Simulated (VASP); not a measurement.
```
YSi2
1.0
   -1.67201     1.67201     4.94611
    1.67201    -1.67201     4.94611
    1.67201     1.67201    -4.94611
Y Si
1 2
Direct
  0.00000   0.00000   0.00000
  0.29777   0.29777   0.00000
  0.70223   0.70223   0.00000
```

Level of theory: PBEsol GGA, VASP's PBE PAW potentials (set 64) (plane waves; VASP). Settings: 400 eV cut-off, 14×14×14 Γ-centred mesh, tetrahedra with Blöchl corrections, potentials Y_sv Si.

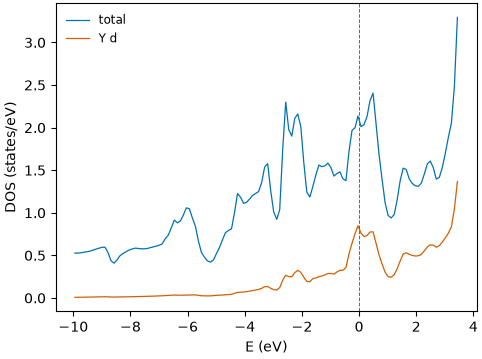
*Total and projected density of states, zero at the Fermi level*

Within 2 eV below the Fermi level the largest weight inside VASP's projection spheres is Y d, then Si p.

It has no gap at this level: it comes out as a metal or semimetal.

The structure was generated: YSi2 was put into the MoSi2 type (I4/mmm), which need not be its known phase. It was relaxed first. The electron count is odd and the run is not spin-polarised, which forces a metal.
